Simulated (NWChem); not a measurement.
**CH6N+ (methanamine, conjugate acid) at 4 levels**

We compute a comparison of 4 runs (HF/STO-3G, HF/3-21G, B3LYP/6-31G*) of CH6N+ (methanamine, conjugate acid). 

The results are computed with NWChem 7.3.0.

2 further runs of the same task are left out: 1 that didn't finish, 1 set aside as unsound or not needed.

## 1. The molecule

The species is CH6N+ (8 atoms), meant as a singlet with charge +1. SMILES: `C[NH3+]`. The N2–H7 distance was set to 1.841 Å, away from the relaxed value. At this shape a bond of the SMILES string is far longer than usual.

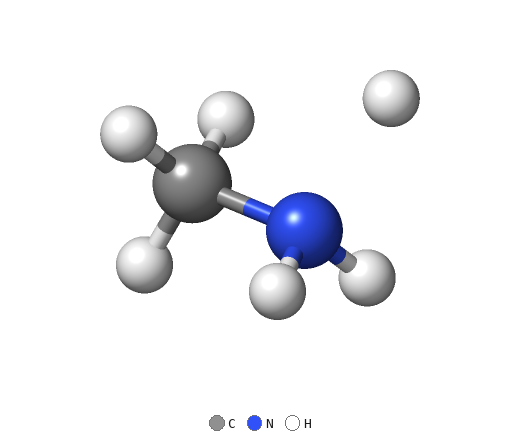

Viewed from a chosen angle; carbon grey, nitrogen blue, hydrogen white.

## 2. The energy at HF/STO-3G (run 1)

File sp.xyz:

```xyz
8
CH6N hf
C     -1.022015     0.477550    -0.653641
N     -0.578215    -0.100050     0.654259
H     -0.837915    -0.256250    -1.434841
H     -2.083715     0.703950    -0.588041
H     -0.451315     1.383850    -0.841741
H     -0.731415     0.555850     1.423659
H      1.214900    -0.515300     0.632300
H     -1.088715    -0.957750     0.876459
```

File run.py:

```python
from ase.io import read
from ase.calculators.nwchem import NWChem

mol = read('sp.xyz')

calc = NWChem(
    label='sp',
    theory='scf',
    memory='2200 mb',
    basis='STO-3G',
    basispar='spherical bse',
    charge=1,
    scf={'nopen': '0', 'rhf': None, 'thresh': '1e-08', 'maxiter': '80', 'print': 'low'},
    task='energy',
)
mol.calc = calc

print(f"energy = {mol.get_potential_energy():.6f} eV")
```

Launch:

```bash
export ASE_NWCHEM_COMMAND="nwchem PREFIX.nwi > PREFIX.nwo"
python run.py
```

Output:

```text
energy = -2564.945132 eV
```

The calculator wrote sp.nwi:

```
title "sp"

permanent_dir sp

scratch_dir sp

start sp

geometry units angstrom nocenter noautosym noautoz
  C  -1.0220149999999999e+00 4.7754999999999997e-01 -6.5364100000000003e-01
  N  -5.7821500000000003e-01 -1.0005000000000000e-01 6.5425900000000003e-01
  H  -8.3791499999999997e-01 -2.5624999999999998e-01 -1.4348410000000000e+00
  H  -2.0837150000000002e+00 7.0394999999999996e-01 -5.8804100000000004e-01
  H  -4.5131500000000002e-01 1.3838500000000000e+00 -8.4174099999999996e-01
  H  -7.3141500000000004e-01 5.5584999999999996e-01 1.4236590000000000e+00
  H  1.2149000000000001e+00 -5.1529999999999998e-01 6.3229999999999997e-01
  H  -1.0887150000000001e+00 -9.5774999999999999e-01 8.7645899999999999e-01
end

charge 1

memory 2200 mb

basis spherical bse noprint
   * library STO-3G
end

scf
  nopen 0
  rhf
  thresh 1e-08
  maxiter 80
  print low
end

task scf energy
```

sp.nwo:

```text
Northwest Computational Chemistry Package (NWChem) 7.3.0
             --------------------------------------------------------

           Job information
           ---------------

    nwchem branch   = 7.3.0
    use scalapack   = T
    input           = sp.nwi
    prefix          = sp.
    data base       = sp/sp.db
    status          = startup
    nproc           =        1

           Memory information
           ------------------

    heap     =     72089596 doubles =      550.0 Mbytes
    stack    =     72089601 doubles =      550.0 Mbytes
    global   =    144179200 doubles =     1100.0 Mbytes (distinct from heap & stack)
    total    =    288358397 doubles =     2200.0 Mbytes
    verify   = yes
    hardfail = no

           Directory information
           ---------------------

  0 permanent = sp
  0 scratch   = sp

                                NWChem Input Module
                                -------------------

                                        sp
                                        --

[... 25 lines left out ...]
            Nuclear Dipole moment (a.u.)
[... 41 lines left out ...]
    1 C                |   2 N                |   6 H                |   111.44
    1 C                |   2 N                |   8 H                |   111.44
    6 H                |   2 N                |   8 H                |   107.44
 ------------------------------------------------------------------------------
                            number of included internuclear angles:          9
 ==============================================================================

                                 NWChem SCF Module
                                 -----------------

                                        sp

  ao basis        = "ao basis"
  functions       =    16
  atoms           =     8
  closed shells   =     9
  open shells     =     0
  charge          =   1.00
  wavefunction    = RHF
  input vectors   = atomic
  output vectors  = sp/sp.movecs
  use symmetry    = F
  symmetry adapt  = F

 Forming initial guess at       0.0s

 Starting SCF solution at       0.1s

       Final RHF  results
       ------------------

         Total SCF energy =    -94.259995770939
      One-electron energy =   -212.646059784992
      Two-electron energy =     72.695546412134
 Nuclear repulsion energy =     45.690517601919

        Time for solution =      0.4s

 Task  times  cpu:        0.4s     wall:        0.4s
 Total times  cpu:        0.5s     wall:        0.5s
```

Wall time 1.6 s (1 thread of AMD EPYC 7R43 (Zen 3), shared host); peak memory 0.096 GiB.

## 3. The energy at HF/3-21G (run 2)

File m1.nw:

```
start m1
title "CH6N"
memory total 2200 mb
charge 1

geometry units angstroms noautosym nocenter noautoz
  C    -1.022015    0.477550   -0.653641
  N    -0.578215   -0.100050    0.654259
  H    -0.837915   -0.256250   -1.434841
  H    -2.083715    0.703950   -0.588041
  H    -0.451315    1.383850   -0.841741
  H    -0.731415    0.555850    1.423659
  H     1.214900   -0.515300    0.632300
  H    -1.088715   -0.957750    0.876459
end

basis spherical bse
  * library 3-21G
end

scf
  thresh 1e-08
  maxiter 80
end

task scf energy
```

Launch:

```bash
nwchem m1.nw > m1.out
```

Output:

```text
[...]
  functions       =    30
[...]
  wavefunction    = RHF
[...]
         Total SCF energy =    -94.901337700182
      One-electron energy =   -213.251898139132
      Two-electron energy =     72.660042837030
 Nuclear repulsion energy =     45.690517601919
        Time for solution =      0.4s
[...]
```

It took 1 s on 1 thread of AMD EPYC 7R43 (Zen 3), shared host; peak memory 0.096 GiB.

Run 3 isn't shown in full; the table further down has it.

## 4. A single-point energy at B3LYP/6-31G(d) (Cartesian functions) (run 4)

File struct.nw:

```
start struct
title "CH6N"
memory 2200 mb
charge 1

geometry units angstrom noautosym nocenter noautoz
  C    -1.022015    0.477550   -0.653641
  N    -0.578215   -0.100050    0.654259
  H    -0.837915   -0.256250   -1.434841
  H    -2.083715    0.703950   -0.588041
  H    -0.451315    1.383850   -0.841741
  H    -0.731415    0.555850    1.423659
  H     1.214900   -0.515300    0.632300
  H    -1.088715   -0.957750    0.876459
end

basis "ao basis"
  * library 6-31G*
end

dft
  xc b3lyp
  grid xfine
  convergence energy 1e-08
  iterations 100
  mulliken
  noprint "final vectors analysis"
end

task dft
```

Launch:

```bash
nwchem struct.nw > struct.out
```

Output:

```text
[...]
          Wavefunction type:  closed shell.
          No. of atoms     :     8
          No. of electrons :    18
[...]
          Charge           :     1
          Spin multiplicity:     1
[...]
          AO basis - number of functions:    42
[...]
              XC Information
              --------------
                         B3LYP Method XC Potential
                     Hartree-Fock (Exact) Exchange  0.200
                        Slater Exchange Functional  0.800 local
                    Becke 1988 Exchange Functional  0.720 non-local
              Lee-Yang-Parr Correlation Functional  0.810
                  VWN I RPA Correlation Functional  0.190 local
[...]
 d= 0,ls=0.0,diis     1    -95.8778344075 -1.42D+02  4.33D-02  1.65D+00     1.6
[...]
 d= 0,ls=0.0,diis    10    -96.0853648697 -4.02D-09  4.64D-07  3.00D-10    11.8
         Total DFT energy =      -96.085364869659
      One electron energy =     -214.144862995023
           Coulomb energy =       86.494102044909
    Exchange-Corr. energy =      -14.125121521465
 Nuclear repulsion energy =       45.690517601919
[...]
      Total Density - Mulliken Population Analysis
     ---------------------------------------------
    Atom       Charge   Shell Charges
 -----------   ------   -------------------------------------------------------
    1 C    6     6.36   1.99  0.69  2.11  0.65  0.88  0.04
    2 N    7     7.63   1.99  0.80  2.43  0.90  1.49  0.02
    3 H    1     0.75   0.52  0.23
    4 H    1     0.74   0.51  0.23
    5 H    1     0.75   0.52  0.23
    6 H    1     0.57   0.48  0.09
    7 H    1     0.63   0.26  0.37
    8 H    1     0.57   0.48  0.09
[...]
```

Run time: 13 s. Hardware: 1 thread of AMD EPYC 7R43 (Zen 3), shared host; peak memory 0.13 GiB.

## 5. All runs side by side

```
run                               level  iteration cap  module  energy (Eh)  wall time
  1                           HF/STO-3G             80     scf   -94.259996      1.6 s
  2                            HF/3-21G             80     scf   -94.901338        1 s
  3  B3LYP/6-31G* (spherical functions)            100     dft   -96.083572       12 s
  4  B3LYP/6-31G* (Cartesian functions)            100     dft   -96.085365       13 s
```

## 6. What came out

```
           quantity         value
run 4: total energy  -96.08536 Eh
```

**Reading.** In run 1 the basis is minimal, so the values are rough. All runs together took 27 s, the longest 13 s.
